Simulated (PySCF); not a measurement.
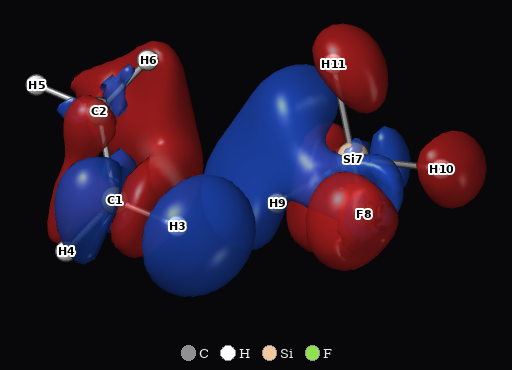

C2H7FSi, SMILES `C=C.[SiH3]F`. Density of the complex less the densities of the two fragments at the same geometry, ±0.0008 e/Å³ (red: gain, blue: loss). Fragment A: H4C2 (atoms 1–6); fragment B: SiH3F.

Level of theory: TPSS/def2-TZVP (PySCF), at a geometry from GFN2-xTB.

Input script:

```python
import numpy as np
from pyscf import gto, scf, dft
from pyscf.scf import atom_ks, atom_hf
from scipy.linalg import block_diag
from pyscf.dispersion import dftd3

def solve(mol, dm0=None, hcore=None):
    mf = (dft.UKS if mol.spin else dft.RKS)(mol, xc='tpss')
    mf.grids.level = 3
    mf = mf.density_fit(auxbasis='def2-universal-jkfit')
    mf.conv_tol, mf.max_cycle = 1e-8, 80
    if hcore is not None:
        mf.get_hcore = lambda *args: hcore
    mf.kernel(dm0)
    if not mf.converged:
        mf = mf.newton().run(mf.mo_coeff, mf.mo_occ, max_cycle=30)
    assert mf.converged, 'SCF not converged'
    return mf

mol = gto.M(atom='''
C     -2.20589    -0.56574    -0.33980
C     -2.49699     0.52784     0.33304
H     -1.44112    -1.24973    -0.01190
H     -2.72035    -0.82847    -1.25004
H     -3.26349     1.21346     0.00943
H     -1.98449     0.78783     1.24462
Si     1.50374     0.49293    -0.16590
F      1.32487    -1.01527     0.35897
H      0.71153     0.57206    -1.38145
H      2.93364     0.63859    -0.39111
H      1.00546     1.33010     0.91293
''', basis='def2-tzvp', charge=0, spin=0, verbose=4)
mol_a = gto.M(atom='''
C     -2.20589    -0.56574    -0.33980
C     -2.49699     0.52784     0.33304
H     -1.44112    -1.24973    -0.01190
H     -2.72035    -0.82847    -1.25004
H     -3.26349     1.21346     0.00943
H     -1.98449     0.78783     1.24462
ghost-Si     1.50374     0.49293    -0.16590
ghost-F      1.32487    -1.01527     0.35897
ghost-H      0.71153     0.57206    -1.38145
ghost-H      2.93364     0.63859    -0.39111
ghost-H      1.00546     1.33010     0.91293
''', basis='def2-tzvp', charge=0, spin=0, verbose=4)
mol_b = gto.M(atom='''
ghost-C     -2.20589    -0.56574    -0.33980
ghost-C     -2.49699     0.52784     0.33304
ghost-H     -1.44112    -1.24973    -0.01190
ghost-H     -2.72035    -0.82847    -1.25004
ghost-H     -3.26349     1.21346     0.00943
ghost-H     -1.98449     0.78783     1.24462
Si     1.50374     0.49293    -0.16590
F      1.32487    -1.01527     0.35897
H      0.71153     0.57206    -1.38145
H      2.93364     0.63859    -0.39111
H      1.00546     1.33010     0.91293
''', basis='def2-tzvp', charge=0, spin=0, verbose=4)
ab, a, b = solve(mol), solve(mol_a), solve(mol_b)
e_int = ab.e_tot - a.e_tot - b.e_tot
print('counterpoise-corrected interaction energy / kcal/mol', e_int * 627.5095)
def disp(atoms, charge):
    m = gto.M(atom=atoms, charge=charge, basis='sto-3g', spin=None, unit='Bohr', verbose=0)
    return dftd3.DFTD3Dispersion(m, xc='tpss', version='d3bj').get_dispersion()['energy']
e_disp = disp(mol._atom, mol.charge) - disp(mol._atom[:6], mol_a.charge) - disp(mol._atom[6:], mol_b.charge)
print('D3(BJ) part / kcal/mol', e_disp * 627.5095)
# spherically averaged free atoms, for the promolecule
atm = atom_ks.get_atm_nrks(mol, xc='tpss')
pro = block_diag(*[(atm[a[0]][2] * atm[a[0]][3]) @ atm[a[0]][2].T for a in mol._atom])
np.savez('result.npz', e_int=e_int, e_disp=e_disp, dm_a=a.make_rdm1(), dm_b=b.make_rdm1(), c=ab.mo_coeff, occ=ab.mo_occ, eps=ab.mo_energy, pro=pro, d=[f.dip_moment(verbose=0) for f in (ab, a, b)])
```

Run with:

```sh
OMP_NUM_THREADS=1 python input.py
```

The run took 3.6 min on 1 thread of Intel(R) Xeon(R) Processor @ 2.50GHz (Skylake/Cascade Lake), with other jobs on the host, peak memory 0.68 GiB.

Partitions, critical points and surface values were worked out afterwards from this run's density.

Which way does charge flow?

Hirshfeld charges show almost no net transfer (under 0.005 e). By Hirshfeld charges, electrons gather most on C2 (−0.003 e) and leave H3 most (+0.005 e); 0.03 e is displaced in all, which induces a dipole of 0.12 D.

What is the interaction energy, and which contacts carry it?

The counterpoise-corrected interaction energy of the frozen fragments is −0.1 kcal/mol without dispersion correction and −1.6 kcal/mol with D3(BJ). The pair geometry is semi-empirical, not a minimum at this level. Contacts: H3···F8, weak C–H hydrogen bond, 2.80 Å, ρ = 0.004 a.u.; C1···H9, 3.30 Å, ρ = 0.004 a.u. The pose is a local one from a semi-empirical search, not shown to be the most stable.
